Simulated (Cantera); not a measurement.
Input: 1 mol SiHCl₃, 1.1 mol HCl, 220 mol N₂, equilibrated at 1.33 mbar.

Method: chemical equilibrium by Gibbs-energy minimisation in Cantera with the NASA 1993 tables (ideal gas, pure condensed phases). Candidate condensed phases: NH₄Cl, Si, Si₃N₄; 28 gas species. N₂ is the only nitrogen source here; it is nearly inert below about 1500 K, so the nitride shown seldom forms there in practice. The tables' values for SiCl₃ are old estimates; treat these amounts as uncertain. The numbers say what is thermodynamically allowed, not how fast it happens.

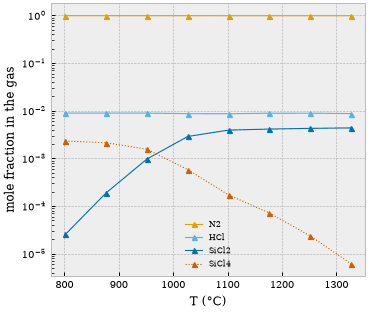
Fig. 1. Equilibrium gas composition (values under 1e-9 drawn at 1e-9)

From 802 °C to 1027 °C the condensed part is Si₃N₄(s). From 1102 °C to 1327 °C nothing is condensed. The main Si-bearing gas is SiCl₄ at 802 °C and SiCl₂ at 1327 °C.
